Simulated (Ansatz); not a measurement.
## Single-point calculation, with input and output: CH4BFOS

CH4BFOS, SMILES OBC(F)S, computed with RKS PBE/aug-pcseg-2 (Ansatz 0.2.0).

Some settings of this run were made unusual or wrong on purpose. The geometry comes from this level: PBE0-D4/def2-TZVP.

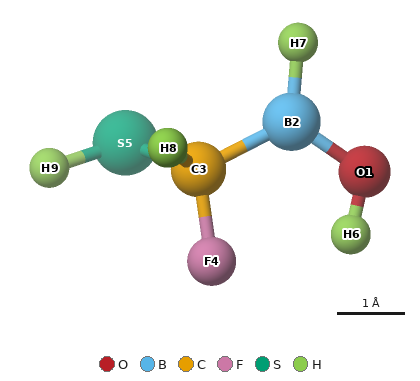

**Figure 1.** The structure (ball-and-stick view, seen at a tilt; atoms are numbered from 1 in the order of the input).

Input file
```yaml
crystal:
  periodic: [false, false, false]
  atoms:
    - {symbol: O, position_ang: [0.362785, 1.124364, -1.681254]}
    - {symbol: B, position_ang: [0.724685, 0.741924, -0.449276]}
    - {symbol: C, position_ang: [-0.038318, -0.473373, 0.232506]}
    - {symbol: F, position_ang: [-0.944768, -1.027514, -0.683238]}
    - {symbol: S, position_ang: [-0.860619, 0.085951, 1.720341]}
    - {symbol: H, position_ang: [-0.364414, 0.586212, -2.020680]}
    - {symbol: H, position_ang: [1.617500, 1.311183, 0.102111]}
    - {symbol: H, position_ang: [0.662284, -1.270738, 0.498047]}
    - {symbol: H, position_ang: [-1.070734, -1.124409, 2.264343]}
basis:
  gaussian: {orbitals: aug-pcseg-2, final_grid: {core_spheres: 1, valence_spheres: 1, degree: 3}}
hamiltonian: {xc: {name: PBE}}
```

Hardware: 2 threads of Arm Neoverse V2, 23 GiB of memory available, shared host.

Run as:
```bash
ansatz run in.yaml --threads 2 --pin off --events-out ev --progress --plain --max-ram 4352MiB
```

The program's output
```
Functional definition: PBE
  name "PBE"
  cite "Perdew, Burke & Ernzerhof, Phys. Rev. Lett. 77, 3865 (1996) doi:10.1103/PhysRevLett.77.3865"
  parent pbe
  parameter kappa = 0.804
  parameter beta = 0.06672455060314922
  exchange = pbe_x(kappa = kappa, mu = beta*pi^2/3)
  correlation = pbe_c(beta = beta)
1364 factors; their error is unknown
mean field evaluation 1: about -17361.1344 eV, gradient 6.9e1 eV
mean field evaluation 2: about -17333.4035 eV, gradient 1.3e2 eV
mean field evaluation 4: about -17370.0838 eV, gradient 1.3e1 eV
mean field evaluation 8: about -17336.1194 eV, gradient 2.9e2 eV
mean field evaluation 16: about -17637.7393 eV, gradient 3.3e1 eV
mean field evaluation 32: about -17688.0411 eV, gradient 1.3e-1 eV
a density is far from that of the atoms, so the factors are made again for it
3028 factors; integrals over basis functions are off by at most 4.7e-4 eV
mean field -17687.40660048 eV, -650.0002036127 hartree, gradient 2.3e-5 eV, S^2 0.000000; 0 other end points of the search recorded, 0 dependent functions left out
reference -17687.40661055 eV, -650.0002039828 hartree; 24, 24 occupied and 302, 302 virtual orbitals, 3028 factors
Total energy: -17687.40661055 eV, -650.0002039828 hartree
```

What the run reported

```json
{"quantity": "outcome", "value": "converged"}
{"quantity": "total energy", "value": "−17687.4066 eV"}
{"quantity": "SCF solution under orbital rotations", "value": "stable"}
{"quantity": "wall time", "value": "37 s (CPU time 70 s)"}
{"quantity": "peak memory", "value": "1.9 GiB"}
```

What went wrong

A setting was made wrong on purpose: grid. The program still converged, but the numbers can't be taken as results for the intended system.
